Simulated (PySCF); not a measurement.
**C₄H₃BF₂S (SMILES FB(F)c1cccs1): density, localisation and related maps**

```csv
atom,x (Å),y (Å),z (Å)
F,2.9418,-0.8512,0.0674
B,2.1340,0.1790,-0.1235
F,2.9017,0.9267,-0.8587
C,0.6303,0.3103,0.1972
C,-0.1203,-0.5137,0.9556
C,-1.4332,-0.2229,0.8634
C,-1.7665,0.7854,-0.0274
S,-0.3124,1.4080,-0.7609
H,0.4065,-1.2734,1.5767
H,-2.1717,-0.7317,1.3262
H,-2.6907,0.9839,-0.4789
```

Geometry: GFN2-xTB, MD frame at 250 fs, 400 K.

Level of theory: PySCF, PBE0/pcSseg-1, SCF density, gas phase, non-relativistic.

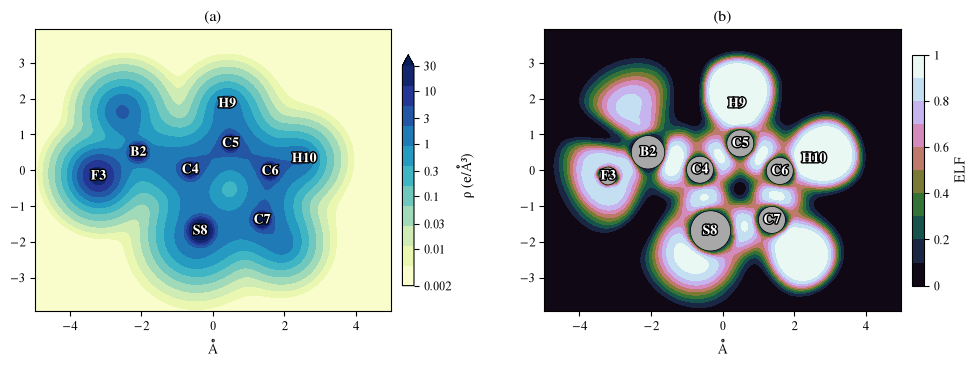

Figure 1. (a) total electron density; (b) electron localisation function on the plane of atoms C5, C6 and C7. Grey discs cover the atomic cores in the ELF map.

Interpret the plot.

- Atoms in the plane: B, F, C, S and H.
- B–F (1.30 Å): ρ is about 2.4 e/Å³ halfway; the ELF peaks at about 0.85 between the atoms; a shared but strongly polarised pair.
- C–C (1.35 Å): ρ is about 2.2 e/Å³ halfway; the ELF peaks at about 0.95 between the atoms, as expected for localised, covalent bonding.
- C–B (1.54 Å): the density is about 1.5 e/Å³ at the midpoint; the ELF peaks at about 1 between the atoms: a shared electron pair.
- C–S (1.74 Å): ρ at the midpoint is about 1.4 e/Å³; the ELF peaks at about 0.90 between the atoms (a covalent bond).
- C–H (1.01 Å): ρ is about 2.3 e/Å³ halfway; the ELF climbs to about 1 towards the hydrogen, as it does in any bond to H: a covalent bond by its length.
- The ELF also peaks beside S8, F3 and F1, away from the bonds: lone-pair regions.

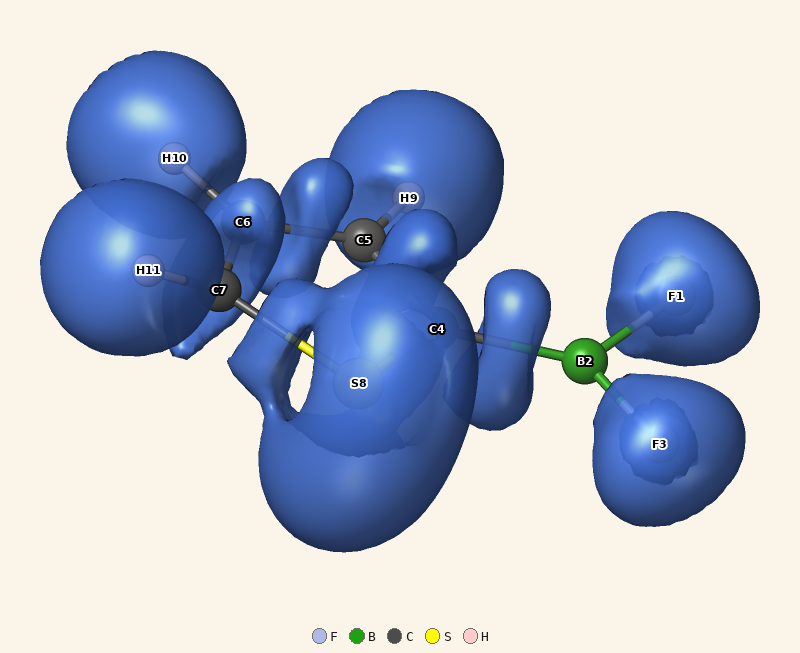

Figure 2. Isosurface of the ELF at 0.75 (blue), seen at an oblique angle. Only the valence region is drawn (cores and ρ < 0.01 e/Å³ removed).

Where are the electrons localised?

The surface consists of one region between bonded B–C atoms (shared pairs), three regions between bonded C–C atoms (shared pairs), three regions around hydrogen nuclei, two regions on F in which the atom's valence shell and bonds are merged and one region on S in which the atom's valence shell and bonds are merged.

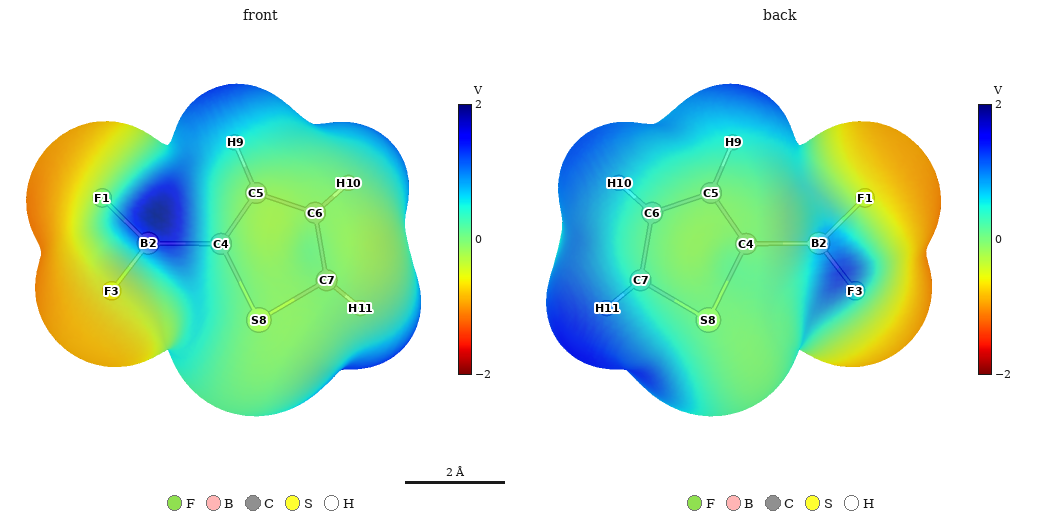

Figure 3. The molecular electrostatic potential painted on the density surface at 0.002 e/bohr³, seen from the front and from behind; red is negative and blue positive.

Which sites attract a positive test charge, and which a negative one?

A positive charge is drawn to the negative regions and a negative charge to the positive ones. The most negative region (about −1.1 V, or −25 kcal/mol for a unit charge) lies over F1 and F3, the most positive (about +1.8 V, or +42 kcal/mol for a unit charge) over B2.

How polar is the molecule by this calculation?

Its dipole moment is 3.28 D.
